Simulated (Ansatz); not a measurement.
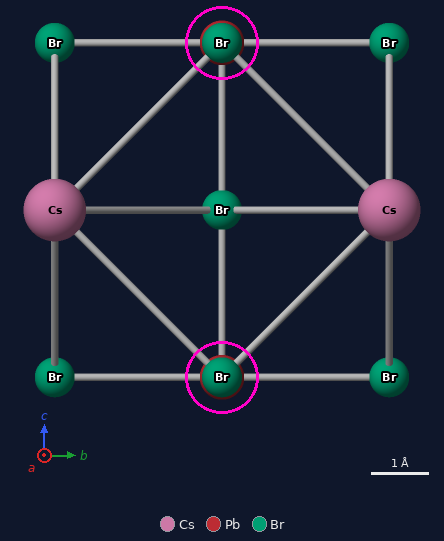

Perfect CsPbBr3. A ball-and-stick model of the atoms within 5.4 Å of one point, seen along the a axis.

Computed with DFT, PBEsol, PAW, plane waves (Ansatz 0.2.0). (plane-wave cutoff 420 eV; k-point mesh 1 × 1 × 1; mesh shifted by (0.25, 0.25, 0.25); collinear spin) Fermi-Dirac smearing of 0.01 eV. The axes drawn are those of the host's conventional cell.

Two lead atoms are replaced by scandium, the two sites 5.9 Å apart at the ringed places, in charge state 0. The supercell has 40 sites, and the atoms are relaxed at the host's cell.

**Predict the relaxed surroundings of the defect.**

One site: in the host the Pb atom has 6 Br at 2.94 Å; the Sc atom ends with 5 Br at 2.59 to 2.67 Å. The other site: in the host the Pb atom has 6 Br at 2.94 Å; the Sc atom ends with 6 Br at 2.58 to 2.97 Å. Of the host's atoms, a bromine atom moves furthest from its site, by 1.00 Å. The Sc atom itself moves 0.35 Å from where it was put. The Sc atom itself moves 0.23 Å from where it was put. The cell's net moment is 2.00 μB.

The relaxed defect, seen from the same direction:

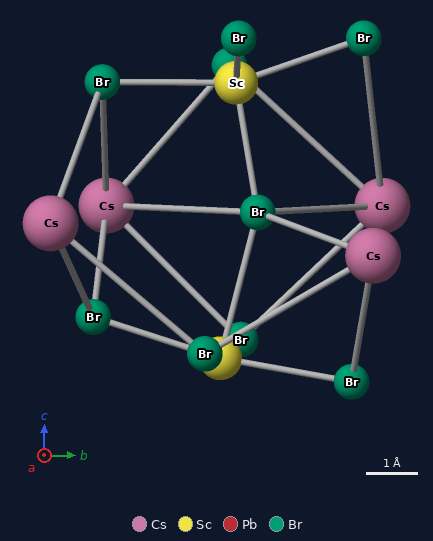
